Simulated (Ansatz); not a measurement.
# MP2/STO-3G run of C2Si

What is the electronic atomisation energy of C2Si at MP2/STO-3G? 

Program for the calculation: Ansatz 0.2.0.

53 further runs of the same task are left out: 16 that didn't finish, 37 set aside as unsound or not needed.

## Step 1: Starting point

C2Si has 3 atoms, charge 0, and is taken as a singlet. Geometry: relaxed at GFN2-xTB.

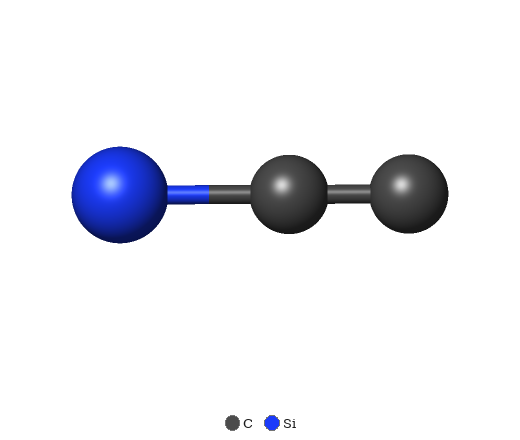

The structure, seen from a chosen angle (carbon dark grey, silicon blue).

## Step 2: A single-point energy at MP2/STO-3G

File in.yaml:

```yaml
basis:
  gaussian: {orbitals: STO-3G}
crystal:
  periodic: [false, false, false]
  atoms:
    - {symbol: C, position_ang: [-1.111830, 0.737510, -0.522770]}
    - {symbol: C, position_ang: [-0.135170, 0.089220, -0.063600]}
    - {symbol: Si, position_ang: [1.247000, -0.826740, 0.586370]}
magnetization: {spin_polarized: false, initial_magnetization: 0}
correlation: {method: mp2, frozen_orbitals: {C: 1, Si: 5}}
accuracy: high
```

Launch:

```
ansatz run in.yaml --threads 1 --pin off --max-ram 2610MiB --events-out events.jsonl --progress --plain --runs-dir runs
```

What it wrote:

```text
Warning: RAYON_NUM_THREADS=1 ignored (pool sized by the plan → 1); use --threads N
Functional definition: HF
  name "HF"
  exchange = exact_x
  correlation = 0
326 factors; integrals over basis functions are off by at most 1.6e-8 eV
mean field evaluation 1: about -9797.3077 eV, gradient 2.5e1 eV
mean field evaluation 2: about -9797.3191 eV, gradient 2.5e1 eV
mean field evaluation 4: about -9800.7299 eV, gradient 3.9e0 eV
mean field evaluation 8: about -9800.7940 eV, gradient 3.8e-5 eV
mean field -9800.79037228 eV, -360.1724029669 hartree, gradient 6.9e-8 eV, S^2 0.000000; 0 other end points of the search recorded, 0 dependent functions left out
7 core orbitals not correlated: weight in the atoms' cores, before any rotation towards them, 1.000 or more for the frozen orbitals, at most 0.000 for the correlated occupied ones
reference -9800.79037228 eV, -360.1724029669 hartree; 6, 6 occupied and 6, 6 virtual orbitals, 326 factors
second order -4.81572667 eV of doubles, -0.00000000 eV of singles
Total energy: -9805.60609894 eV, -360.3493776576 hartree
```

Run time: 0.12 s. Hardware: 1 thread of Arm Neoverse V2, shared host.

## Step 3: The C atom at the same level

File input.yaml:

```yaml
crystal:
  periodic: [false, false, false]
  atoms:
    - {symbol: C, position_ang: [0.000000, 0.000000, 0.000000]}
basis:
  gaussian:
    orbitals: STO-3G
magnetization:
  spin_polarized: true
  initial_magnetization: 2
correlation:
  method: mp2
  frozen_orbitals: {C: 1}
accuracy: high
```

Run the same way, it converges to -37.20823 Eh (log not shown).

## Step 4: The Si atom, same level

File input.yaml:

```yaml
crystal:
  periodic: [false, false, false]
  atoms:
    - {symbol: Si, position_ang: [0.000000, 0.000000, 0.000000]}
basis:
  gaussian:
    orbitals: STO-3G
magnetization:
  spin_polarized: true
  initial_magnetization: 2
correlation:
  method: mp2
  frozen_orbitals: {Si: 5}
accuracy: high
```

Run the same way, it converges to -285.47352 Eh (log not shown).

## Step 5: What came out

Level: MP2/STO-3G, 7 core orbitals frozen.

```
                                             quantity          value
                               molecule: total energy  -360.34938 Eh
molecule: correlation energy (7 core orbitals frozen)     -177.0 mEh
                                 C atom: total energy   -37.20823 Eh
   C atom: correlation energy (1 core orbital frozen)       -9.8 mEh
            C atom: ⟨S²⟩ of the reference determinant          2.000
                                Si atom: total energy  -285.47352 Eh
 Si atom: correlation energy (5 core orbitals frozen)       -7.3 mEh
           Si atom: ⟨S²⟩ of the reference determinant          2.000
                        electronic atomisation energy      12.501 eV
```

Taking the molecule apart into free atoms costs 12.50 eV (288 kcal/mol), before zero-point energy and without spin-orbit coupling. In a minimal basis such a difference can be off by several eV, whatever the method.
